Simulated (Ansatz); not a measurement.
CH7FN2Si

Input

```
crystal:
  periodic: [false, false, false]
  atoms:
    - {symbol: C, position_ang: [-0.660538, 2.783960, -0.346686]}
    - {symbol: F, position_ang: [1.874208, 2.069137, 0.542534]}
    - {symbol: "N", position_ang: [-0.193440, 0.175444, 0.831493]}
    - {symbol: "N", position_ang: [1.173785, 0.603027, -1.520515]}
    - {symbol: Si, position_ang: [0.547185, 1.382595, -0.127279]}
    - {symbol: H, position_ang: [-0.964572, 3.206285, 0.624469]}
    - {symbol: H, position_ang: [-0.203477, 3.597205, -0.930990]}
    - {symbol: H, position_ang: [-1.567974, 2.452326, -0.873952]}
    - {symbol: H, position_ang: [0.295506, -0.690791, 1.025476]}
    - {symbol: H, position_ang: [-0.842287, 0.414482, 1.571162]}
    - {symbol: H, position_ang: [0.592669, 0.006907, -2.095628]}
    - {symbol: H, position_ang: [1.936821, 1.013464, -2.044028]}
basis:
  gaussian:
    orbitals: def2-TZVPD
hamiltonian:
  xc: {name: PBE0}
output: {forces: true, orbitals: {seedname: orbitals}}
```

Command:

```sh
ansatz run input.yaml --threads 2 --pin off --max-ram 4350MiB --events-out events.jsonl --progress --plain --runs-dir runs
```

Geometry: PBE0-D3(BJ)/def2-SVP.

Computed with Ansatz, isolated molecule in a Gaussian basis; Kohn-Sham density functional theory, functional PBE0.

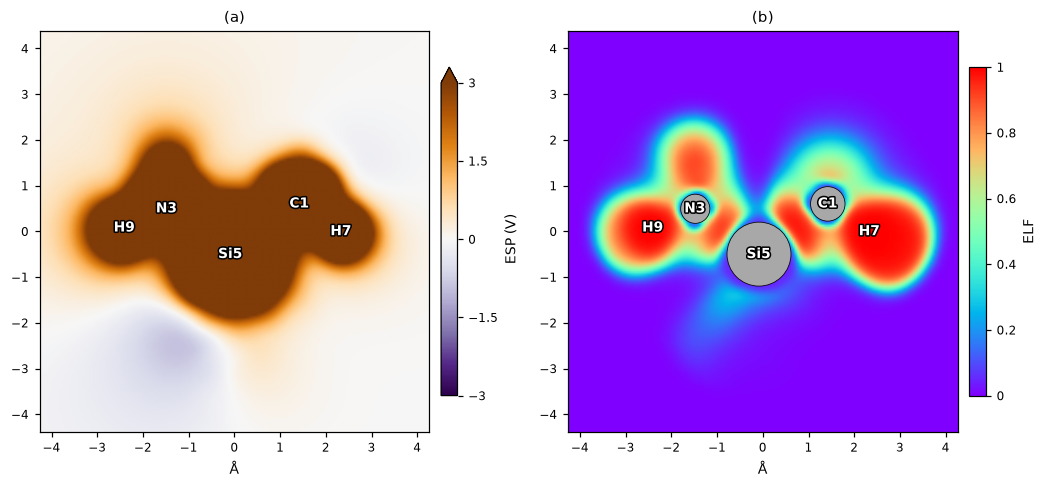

Figure 1. (a) molecular electrostatic potential; (b) ELF on the plane of atoms C1, Si5 and N3. Grey discs cover the atomic cores in the ELF map.

### What do the fields say about this system?

- The section cuts through C, N, Si and H sites.
- Si–N (1.71 Å): the ELF peaks at about 0.90 between the atoms, as expected for a polar covalent bond.
- C–Si (1.86 Å): the ELF peaks at about 0.95 between the atoms (localised, covalent bonding).
- N–H (1.01 Å): the ELF climbs to about 1 towards the hydrogen, as it does in any bond to H: a covalent bond by its length.
- C–H (1.10 Å): the ELF climbs to about 1 towards the hydrogen: a covalent bond by its length.
- Outside the dense part of the molecule the potential is most negative (−0.9 V) near N4, which lies off the plane.

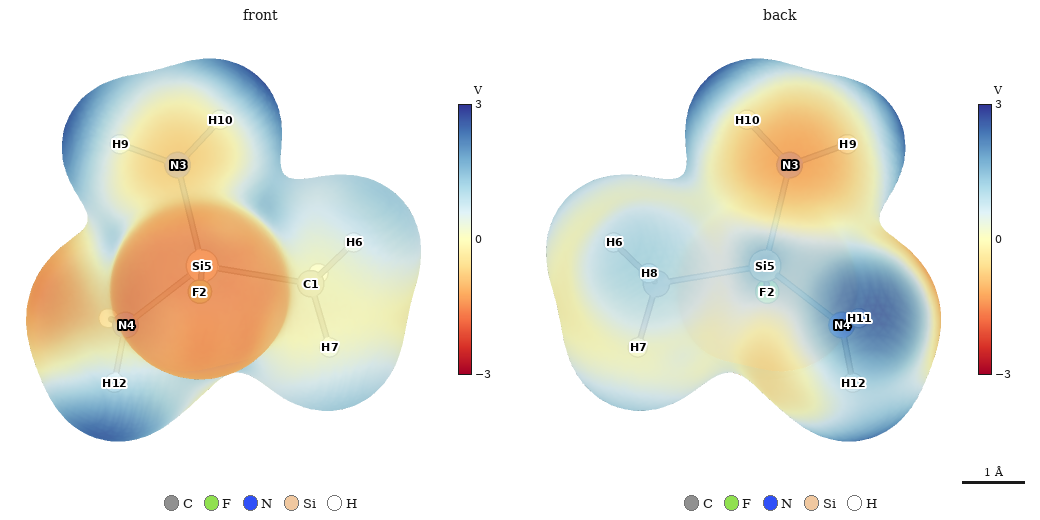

Figure 2. The electrostatic potential painted on the density surface at 0.004 e/bohr³, seen from the front and from behind; red is negative and blue positive.

### Which sites attract a positive test charge, and which a negative one?

A positive charge is drawn to the negative regions and a negative charge to the positive ones. The most negative region (about −1.5 V, or −35 kcal/mol for a unit charge) lies over F2, the most positive (about +2.5 V, or +58 kcal/mol for a unit charge) over H9, H10, H11 and H12.

### How polar is the molecule by this calculation?

Its dipole moment is 1.90 D.

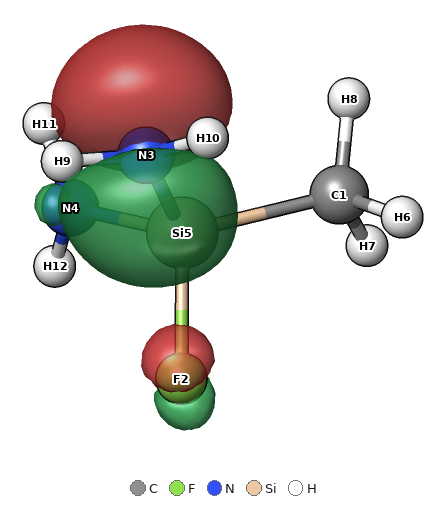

Figure 3. The HOMO−1 at ±0.15 Å⁻³ᐟ² (green and red are the two phases), seen from one side.

### What is the character of this orbital?

By Hirshfeld shares it lies mainly on N3 (about 70 %); largely a lone pair of N3. Its energy is −7.82 eV.
